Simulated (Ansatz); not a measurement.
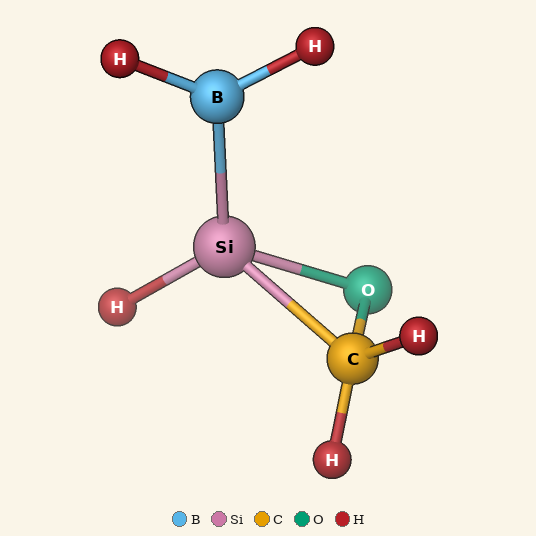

Distant atoms are faded towards the background colour. The computed structure is the end point of a PBE-D4/def2-SVP optimisation. No frequency run is at hand to confirm it as a minimum.

Question: List the symmetry elements and name the point group.

Answer: It has no symmetry element but the identity, so the point group is C1. The group has 1 operation. The geometry is chiral, and symmetry allows a dipole moment.
